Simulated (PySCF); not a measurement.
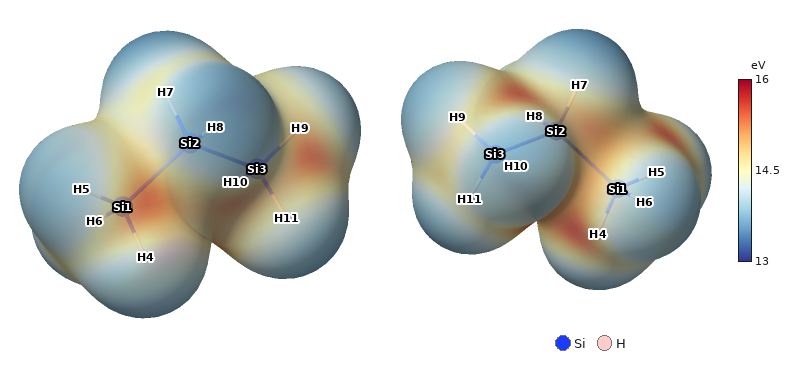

H8Si3, SMILES `[SiH3][SiH2][SiH3]`. Average local ionisation energy on the surface of electron density 0.001 a.u. (back view left, front view right).

Computed with PySCF, HF/6-31+G*, geometry: GFN2-xTB. No frequency check shows the geometry to be a minimum.

Cartesian coordinates (Å):

```
Si1     -1.9641   -0.3912    0.0010
Si2     -0.0000    0.8332    0.0000
Si3      1.9641   -0.3911   -0.0010
H4      -2.0535   -1.2650    1.1744
H5      -3.1833    0.4207   -0.0097
H6      -2.0547   -1.2650   -1.1723
H7      -0.0005    1.7529   -1.1517
H8       0.0005    1.7528    1.1517
H9       3.1833    0.4207    0.0098
H10      2.0535   -1.2650   -1.1744
H11      2.0547   -1.2650    1.1723
```

Question: Locate the minima of the map.

Answer: The lowest value is 13.5 eV, 1.5 Å from H8, and at like points elsewhere. For comparison, the highest occupied orbital lies at −10.9 eV.

Question: What volume does the surface enclose, and what is the dipole moment?

Answer: About 150 Å³; the dipole moment is 0.2 D.
